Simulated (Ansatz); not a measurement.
The relaxed structure here is a generated cell of CdO: the first start was made by placing the elements on the sites of a structure type, and the end was not matched to a known phase here, so it may be hypothetical. Known forms of CdO include space group No. 225.

A relaxed structure of CdO. Space group P6₃/mmc (No. 194), NiAs type. Computed with PBEsol (plane waves to 420 eV, PAW, scalar-relativistic; Ansatz, an electronic-structure program).

```cif
data_Cd2O2
_chemical_formula_sum 'Cd2 O2'
_space_group_name_H-M_alt 'P 1'
_space_group_IT_number 1
_cell_length_a 3.25360
_cell_length_b 3.25360
_cell_length_c 5.71673
_cell_angle_alpha 90.000
_cell_angle_beta 90.000
_cell_angle_gamma 120.000
loop_
_space_group_symop_operation_xyz
  'x, y, z'
loop_
_atom_site_label
_atom_site_type_symbol
_atom_site_fract_x
_atom_site_fract_y
_atom_site_fract_z
_atom_site_occupancy
Cd1 Cd 0.00000 0.00000 0.00000 1
Cd2 Cd 0.00000 0.00000 0.50000 1
O1 O 0.33333 0.66667 0.25000 1
O2 O 0.66667 0.33333 0.75000 1
```

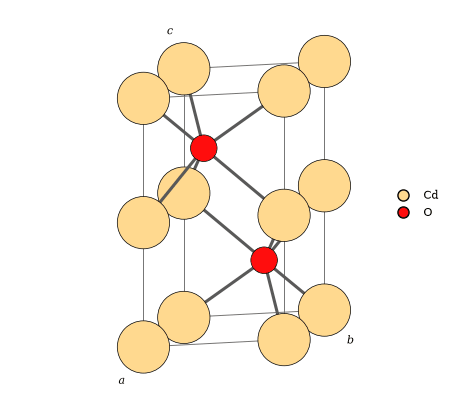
*The conventional cell of the relaxed structure*

For CdO, the volume per atom is 13.10 Å³ and the density comes out as 8.14 g/cm³. The band gap comes out as no gap on the sampled points, where the bands overlap only slightly; such a result is sensitive to mesh and level and the shortest distances comes out as Cd–O 2.36 Å; Cd–Cd 2.86 Å; O–O 3.25 Å. The k-mesh is 16×16×8.

Band energies at high-symmetry points (eV from the Fermi level; labels of this space group; no spin-orbit coupling), from −5 eV up to 2.0 eV:

```tsv
point	energies
Γ	-3.96 -1.71 -1.27 -1.27 -0.73 -0.07 -0.07
M	-3.89 -3.55 -3.27 -2.15 -0.65 -0.10
K	-3.97 -3.01 -1.92 -1.92 -1.60 -1.60
A	-3.83 -3.83 -0.62 -0.62 -0.62 -0.62
L	-3.98 -3.98 -1.38 -1.38 -1.07 -1.07
H	-3.59 -3.59 -2.97 -2.97 -0.34 -0.34
```

No spin polarisation in the result.

The run could not lose the symmetry of its start, so the end can be a saddle point.

It was reached from a disturbed copy of a P4/nmm (No. 129) cell, against which it lies -0.18 eV/atom.
